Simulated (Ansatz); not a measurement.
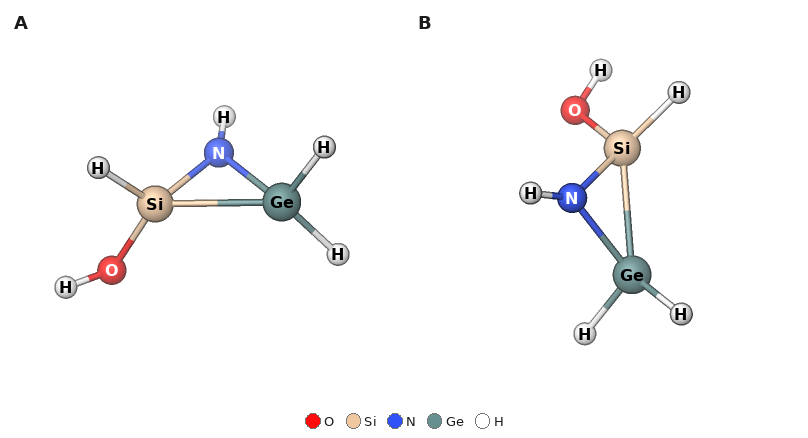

Atoms fade into the background with distance from the viewer. The geometry was computed by an optimisation with PBE-D4/def2-SVP. No frequency run is at hand to confirm it as a minimum.

How are A and B related: the same structure turned, mirror images, conformers, diastereomers or constitutional isomers?

They are enantiomers, mirror images that no rotation superimposes: A is O[Si@@H]1[NH][GeH2]1 (), B is O[Si@H]1[NH][GeH2]1 (). Their energies are equal.
